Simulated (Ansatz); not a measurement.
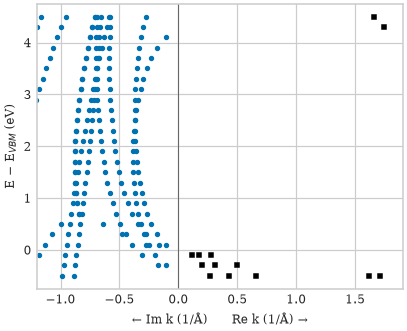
Figure: Complex bands at the centre of the two-dimensional zone; r2SCAN run with Ansatz (an electronic-structure program)

No gap correction and no spin-orbit coupling; mid-gap is the computed energy nearest the middle.

Q: This is CaO (Fm-3m, rock salt, 2 atoms a cell, 13.9 Å³ an atom) along the normal of (110). Read off the slowest decay at the centre of the two-dimensional zone at 2.10 eV, the computed energy nearest the middle of the gap.

A: κ ≈ 0.36 1/Å, a decay length 1/(2κ) of the density of 1.4 Å.
